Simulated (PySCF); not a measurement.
# NMR shielding calculation of C$_{4}$H$_{7}$NSi

The run: NMR shielding calculation of C$_{4}$H$_{7}$NSi. Method and program: GIAO LC-wPBE/pcSseg-1 NMR shielding, non-relativistic, gas phase (PySCF 2.14.0).

The geometry comes from this level: PBE0-D3(BJ)/def2-SVP. Figures and captions count atoms from 1; the log counts them from 0 in places.

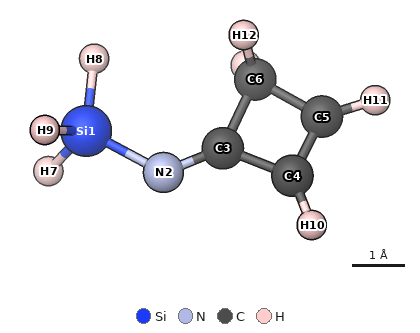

Figure 1. The input geometry (ball-and-stick view, seen at a tilt; atoms are numbered from 1 in the order of the input).

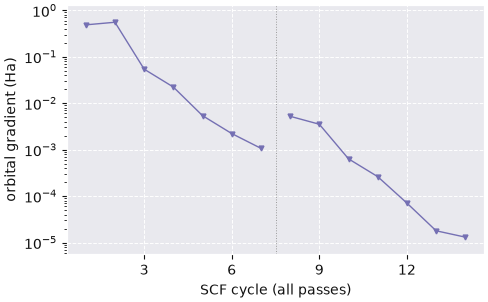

Figure 2. Convergence of the self-consistent field: orbital gradient against the SCF cycle. The dotted line marks the change from a coarse to the final integration grid. The first 7 cycles use a coarse grid, the final grid takes over at cycle 8, and the field converges after 14 cycles in all.

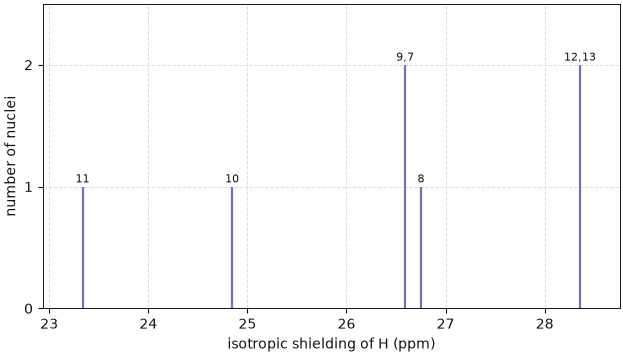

Figure 3. Isotropic shieldings of the hydrogen nuclei in this fixed geometry, labelled by atom number; shielding grows to the right, so chemical shift grows to the left. The least shielded is H11 (23.3 ppm), the most shielded H13 (28.4 ppm).

These pictures come from the run below.

## The input
```
{"job": {"kind": "nmr", "xc": "LC-wPBE", "basis": "pcSseg-1", "pop": false}, "charge": 0, "multiplicity": 1}
Si     2.191510     0.406281    -0.263812
N      0.823798    -0.561303    -0.748604
C     -0.372693    -0.427965    -0.377229
C     -1.628377    -1.145942    -0.677790
C     -2.342753    -0.341890     0.139747
C     -1.168833     0.515957     0.568598
H      3.199810    -0.490601     0.373090
H      1.853145     1.507790     0.701117
H      2.793618     1.014346    -1.486084
H     -1.869079    -1.997196    -1.317142
H     -3.400291    -0.307804     0.411135
H     -1.197146     1.574339     0.259109
H     -0.884317     0.464060     1.633016
```

The first line tells a small driver script what to run in PySCF; the rest is the geometry in Å.

Run as:
```bash
OMP_NUM_THREADS=1 python <driver script> task.json out
```

## What the program printed
```
coarse grid: 11376 points
cycle   1  E = -500.4331065644  dE =  9.628e-01  |g| = 4.855e-01  |ddm| = 3.304e+00
cycle   2  E = -500.4356739277  dE = -2.567e-03  |g| = 5.525e-01  |ddm| = 8.442e-01
cycle   3  E = -500.4964837787  dE = -6.081e-02  |g| = 5.400e-02  |ddm| = 4.583e-01
cycle   4  E = -500.4975857615  dE = -1.102e-03  |g| = 2.225e-02  |ddm| = 9.215e-02
cycle   5  E = -500.4977529815  dE = -1.672e-04  |g| = 5.387e-03  |ddm| = 3.827e-02
cycle   6  E = -500.4977723726  dE = -1.939e-05  |g| = 2.219e-03  |ddm| = 1.403e-02
cycle   7  E = -500.4977759411  dE = -3.568e-06  |g| = 1.067e-03  |ddm| = 6.515e-03
final grid: 105360 points
cycle   8  E = -500.5431346150  dE = -3.759e-05  |g| = 5.219e-03  |ddm| = 3.482e-02
cycle   9  E = -500.5431371524  dE = -2.537e-06  |g| = 3.520e-03  |ddm| = 6.903e-03
cycle  10  E = -500.5431393107  dE = -2.158e-06  |g| = 6.331e-04  |ddm| = 2.618e-03
cycle  11  E = -500.5431393761  dE = -6.532e-08  |g| = 2.620e-04  |ddm| = 6.929e-04
cycle  12  E = -500.5431393951  dE = -1.909e-08  |g| = 7.068e-05  |ddm| = 2.875e-04
cycle  13  E = -500.5431393969  dE = -1.762e-09  |g| = 1.790e-05  |ddm| = 1.074e-04
cycle  14  E = -500.5431393972  dE = -3.174e-10  |g| = 1.306e-05  |ddm| = 5.860e-05
converged SCF energy = -500.5431393972

GIAO shielding tensors (ppm)
atom      isotropic    diamagn.    paramagn.     s11        s22        s33       span
  0 Si     416.266     879.261    -462.995    382.182    395.968    470.649     88.468
  1 N      -61.851     328.975    -390.826   -389.324    -67.286    271.056    660.380
  2 C        4.890     249.228    -244.338    -91.086     -3.650    109.406    200.492
  3 C       31.900     254.186    -222.285    -77.505     44.381    128.825    206.330
  4 C       18.598     259.319    -240.721   -126.820     16.058    166.557    293.377
  5 C      143.202     250.670    -107.468    126.681    144.740    158.185     31.504
  6 H       26.593      28.502      -1.909     24.165     24.902     30.713      6.548
  7 H       26.752      29.797      -3.046     23.490     26.459     30.307      6.818
  8 H       26.591      28.403      -1.812     24.159     24.906     30.708      6.550
  9 H       24.846      30.851      -6.005     23.770     24.199     26.568      2.798
 10 H       23.337      29.944      -6.607     19.583     24.868     25.560      5.977
 11 H       28.353      30.463      -2.110     25.376     28.005     31.677      6.301
 12 H       28.359      30.616      -2.257     25.351     28.032     31.693      6.342
```

## Results in brief

- outcome: converged
- total energy: −500.543139 hartree
- HOMO: −9.65 eV
- LUMO: 0.90 eV
- dipole moment: 2.55 D
- isotropic shielding, Si: 416.3 ppm
- isotropic shielding, N: −61.9 ppm
- isotropic shielding, C: 4.9 to 143.2 ppm
- isotropic shielding, H: 23.3 to 28.4 ppm
- hardware: 1 CPU thread, shared host
- wall time: 22 s
- peak memory: 0.78 GiB
